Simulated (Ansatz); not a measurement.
Electronic density of states of amorphous Al₂₈O₄₄Si, density 3.15 g/cm³, on a 2×2×2 Γ-centred mesh with a Gaussian width of 0.1 eV; energies count from the Fermi level, whose place inside the gap is arbitrary. Cell and mesh are small, so fine structure isn't converged. Computed with PBE, scalar-relativistic without spin-orbit coupling (plane waves to 420 eV, PAW; Ansatz, an electronic-structure program). Sampling: a 2×2×2 Γ-centred mesh; Fermi-Dirac width 0.02 eV; no spin polarisation. At PBE the levels at the filled edge of the gap are localised (band-tail or defect states), and the nearest spread-out levels lie 3.9 eV apart at the zone centre.

It comes from a melt-quench run on a machine-learned potential (CHGNet), relaxed afterwards by DFT. O atoms were pushed apart under 1.9 Å during the dynamics, to hinder bonds among them. The hot cell started wider than the set density and was brought back towards it in steps. It is the lowest in DFT energy of 2 quenches. It is a model cell: composition and starting density were chosen by hand, and all elements were melted together. No dispersion term was used. Its density started from a set value of 3.06 and ended at 3.15 g/cm³. The quench (nominally 410 K/ps over its main leg) was far faster than any real one, so the model tends to hold more defects than a real film. Values belong to this one cell and scatter from quench to quench. Volume and shape were free in the relaxation.

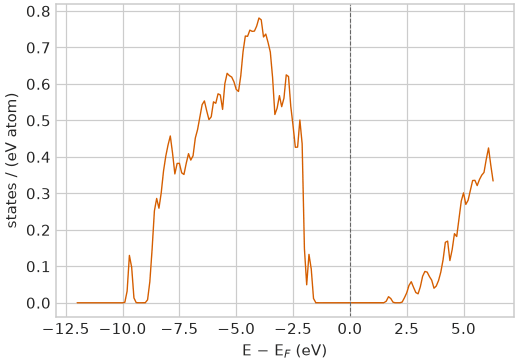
Figure. Density of states per atom

The level gap on this mesh is 3.49 eV; the broadening fills part of it in the curve.
